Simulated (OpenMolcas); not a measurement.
**One shape, several levels: Si2H5Cl (SMILES [SiH3][SiH2]Cl)**

Aim: a comparison of 6 runs (HF/cc-pVDZ, B2PLYP/cc-pVDZ, BLYP/cc-pVDZ, M06-2X/cc-pVDZ, TPSS/cc-pVDZ, MP2/cc-pVDZ) of Si2H5Cl. 

The calculation is run with OpenMolcas 26.06.

1 further run of the same task is left out (set aside as unsound or not needed).

**1. The molecule**

Si2H5Cl has 8 atoms, charge 0, and is taken as a singlet. SMILES: `[SiH3][SiH2]Cl`. The Si2–H7 distance was set to 1.708 Å, away from the relaxed value.

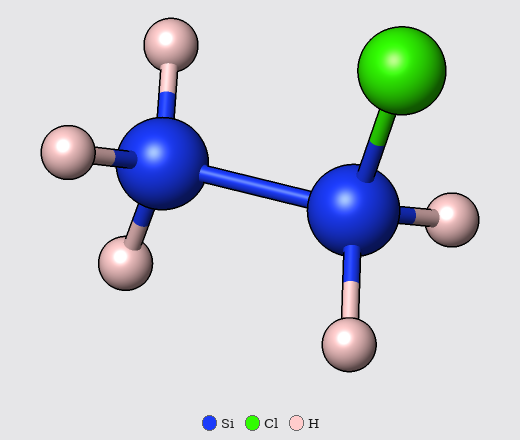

Viewed from a chosen angle; silicon blue, chlorine green, hydrogen pink.

**2. The energy at HF/cc-pVDZ (run 1)**

mol.input reads:

```
&gateway
  baslib=$CurrDir
  coord
  8
  angstrom
  Si      -0.614201       0.984421      -0.565162
  Si       0.665699      -0.836179       0.151038
  Cl       2.523899      -0.150279       0.733138
  H       -1.960701       0.512721      -0.987862
  H        0.057999       1.643321      -1.714862
  H       -0.762201       1.958321       0.547238
  H       -0.041800      -1.622800       1.491400
  H        0.869499      -1.828279      -0.934762
  basis=cc-pVDZ
  group=NoSym

&seward

&scf
  thresholds=1e-10 1e-07 1e-07 1e-05
  prorbitals=1 2
```

The basis set cc-pVDZ is read from a file made from the Basis Set Exchange's data (not shown).

Command:

```
$ export MOLCAS_MEM=1860
$ pymolcas mol.input > mol.log
```

Output:

```text
--- Start Module: gateway ---
[...]
--- Stop Module: gateway /rc=_RC_ALL_IS_WELL_ ---
--- Start Module: seward ---
[...]
      Basis functions           79
--- Stop Module: seward /rc=_RC_ALL_IS_WELL_ ---
[...]
--- Start Module: scf ---
[...]
       Convergence after  12 Iterations
[...]
::    Total SCF energy                              -1040.3034694265
[...]
      Total spin, S                                     0.0000000000
[...]
      Total electronic charge=   50.000000
      Total            charge=   -0.000000
[...]
      Dipole Moment (debye):
      Origin of the operator (angstrom)=    0.9154   -0.0046    0.1296
                   X= -1.4612E+00               Y= -7.8400E-02               Z= -8.3540E-01           Total=  1.6850E+00
      Quadrupole Moment (debye*angstrom):
[...]
--- Stop Module: scf /rc=_RC_ALL_IS_WELL_ ---
[...]
```

It took 11 s on 1 thread of AMD EPYC 7R43 (Zen 3), shared host; peak memory 0.44 GiB.

**3. A single-point energy at B2PLYP/cc-pVDZ (run 2)**

job.input reads:

```
&GATEWAY
  BASLIB = $CurrDir
  BASISSET
  Si.cc-pVDZ....
  Si1 -0.614201 0.984421 -0.565162 angstrom
  Si2 0.665699 -0.836179 0.151038 angstrom
  End of Basis
  BASISSET
  Cl.cc-pVDZ....
  Cl3 2.523899 -0.150279 0.733138 angstrom
  End of Basis
  BASISSET
  H.cc-pVDZ....
  H4 -1.960701 0.512721 -0.987862 angstrom
  H5 0.057999 1.643321 -1.714862 angstrom
  H6 -0.762201 1.958321 0.547238 angstrom
  H7 -0.041800 -1.622800 1.491400 angstrom
  H8 0.869499 -1.828279 -0.934762 angstrom
  End of Basis

&SEWARD
  GRIDINPUT
  Grid=UltraFine
  End of Grid

&SCF
  KSDFT = B2PLYP_SCF
  THRESHOLDS = 1e-10 1e-07 1e-07 1e-05
  PRORBITALS = 1 1

&MBPT2
  FROZEN = 15
```

The basis set cc-pVDZ is read from a file made from the Basis Set Exchange's data (not shown).

Command:

```
$ export MOLCAS_MEM=1860
$ pymolcas job.input > job.log
```

Output:

```text
--- Start Module: gateway ---
[...]
--- Stop Module: gateway /rc=_RC_ALL_IS_WELL_ ---
[...]
      Basis functions           79
[...]
--- Start Module: scf ---
[...]
       Convergence after  12 Iterations
[...]
::    Total KS-DFT energy                           -1041.6847819717
[...]
      Total spin, S                                     0.0000000000
[...]
      Total electronic charge=   50.000000
      Total            charge=   -0.000000
[...]
      Dipole Moment (debye):
      Origin of the operator (angstrom)=    0.9154   -0.0046    0.1296
                   X= -1.3407E+00               Y= -5.5249E-02               Z= -7.6356E-01           Total=  1.5439E+00
      Quadrupole Moment (debye*angstrom):
[...]
--- Stop Module: scf /rc=_RC_ALL_IS_WELL_ ---
[...]
--- Start Module: mbpt2 ---
[...]
 ###    WARNING: MP2 implementation intended for RHF references only         ###
 ###############################################################################
MBPT2 WARNING: Reference function according to RunFile:KS-DFT
I'll assume you know what you're doing and continue
WARNING!
Default frozen orbitals as non valence orbitals is overwritten by user input.
Default values:   9
[...]
       Reference weight ( Cref**2 )         =        0.81289
::    Total MBPT2 energy                            -1042.1045108449
[...]
      Total MBPT2 calculations                           0.36      0.47
--- Stop Module: mbpt2 /rc=_RC_ALL_IS_WELL_ ---
[...]
```

Run time: 39 s. Hardware: 1 thread of AMD EPYC 7R43 (Zen 3), shared host; peak memory 0.43 GiB.

Runs 3 to 5 aren't shown in full; the table further down has their settings and results.

**4. A single-point energy at MP2/cc-pVDZ (run 6)**

geom.xyz reads:

```xyz
8

Si    -0.614201     0.984421    -0.565162
Si     0.665699    -0.836179     0.151038
Cl     2.523899    -0.150279     0.733138
H     -1.960701     0.512721    -0.987862
H      0.057999     1.643321    -1.714862
H     -0.762201     1.958321     0.547238
H     -0.041800    -1.622800     1.491400
H      0.869499    -1.828279    -0.934762
```

run.input reads:

```
* ClH5Si2 MP2

&gateway
 baslib = $CurrDir
 coord = geom.xyz
 basis = cc-pVDZ
 group = NoSym

&seward

&scf
 thresholds = 1e-10 1e-07 1e-07 1e-05
 prorbitals = 1 1

&mbpt2
 frozen = 15
```

The basis set cc-pVDZ is read from a file made from the Basis Set Exchange's data (not shown).

Command:

```
$ export MOLCAS_MEM=1860
$ pymolcas run.input > run.log
```

Output:

```text
--- Start Module: gateway ---
[...]
--- Stop Module: gateway /rc=_RC_ALL_IS_WELL_ ---
[...]
      Basis functions           79
[...]
--- Start Module: scf ---
[...]
       Convergence after  12 Iterations
[...]
::    Total SCF energy                              -1040.3034694265
[...]
      Total spin, S                                     0.0000000000
[...]
      Total electronic charge=   50.000000
      Total            charge=   -0.000000
[...]
      Dipole Moment (debye):
      Origin of the operator (angstrom)=    0.9154   -0.0046    0.1296
                   X= -1.4612E+00               Y= -7.8400E-02               Z= -8.3540E-01           Total=  1.6850E+00
      Quadrupole Moment (debye*angstrom):
[...]
--- Stop Module: scf /rc=_RC_ALL_IS_WELL_ ---
[...]
--- Start Module: mbpt2 ---
[...]
WARNING!
Default frozen orbitals as non valence orbitals is overwritten by user input.
Default values:   9
[...]
       Reference weight ( Cref**2 )         =        0.87224
::    Total MBPT2 energy                            -1040.6421454922
[...]
      Total MBPT2 calculations                           0.33      0.39
--- Stop Module: mbpt2 /rc=_RC_ALL_IS_WELL_ ---
[...]
```

Run time: 12 s. Hardware: 1 thread of AMD EPYC 7R43 (Zen 3), shared host; peak memory 0.44 GiB.

**5. The series**

```csv
run,level,frozen core orbitals,integration grid,energy (Eh),dipole moment (D) of the reference,HOMO energy (eV),LUMO energy (eV),wall time
1,HF/cc-pVDZ,–,–,-1040.303469,1.68,-10.94,2.97,11 s
2,B2PLYP/cc-pVDZ,15,UltraFine,-1041.798109,1.54,-9.17,0.94,39 s
3,BLYP/cc-pVDZ,–,UltraFine,-1042.178624,1.29,-6.78,-0.98,39 s
4,M06-2X/cc-pVDZ,–,UltraFine,-1042.132081,1.54,-9.20,0.46,59 s
5,TPSS/cc-pVDZ,–,UltraFine,-1042.289847,1.37,-7.13,-1.03,46 s
6,MP2/cc-pVDZ,15,–,-1040.642145,1.68,-10.94,2.97,12 s
```

**6. What came out**

```
                                           quantity           value
                                run 6: total energy  -1040.64215 Eh
          run 6: dipole moment (mean-field density)          1.68 D
         run 6: HOMO energy (Hartree–Fock orbitals)       -10.94 eV
         run 6: LUMO energy (Hartree–Fock orbitals)         2.97 eV
       run 6: HOMO–LUMO gap (Hartree–Fock orbitals)        13.92 eV
run 6: correlation energy (15 core orbitals frozen)      -338.7 mEh
```

**Reading.** Over runs 1, 2, 3, 4, 5 the dipole moment (its size) runs from 1.29 D (BLYP/cc-pVDZ) to 1.68 D (HF/cc-pVDZ). Over runs 1, 2, 3, 4, 5 the HOMO–LUMO gap runs from 5.79 eV (BLYP/cc-pVDZ) to 13.92 eV (HF/cc-pVDZ). Exact exchange widens orbital gaps. For B2PLYP the log adds the whole second-order term; the table takes 0.27 of it, as the functional is defined. Totals of different functionals can't be ranked against each other. All runs together took 3.4 min, the longest 59 s.
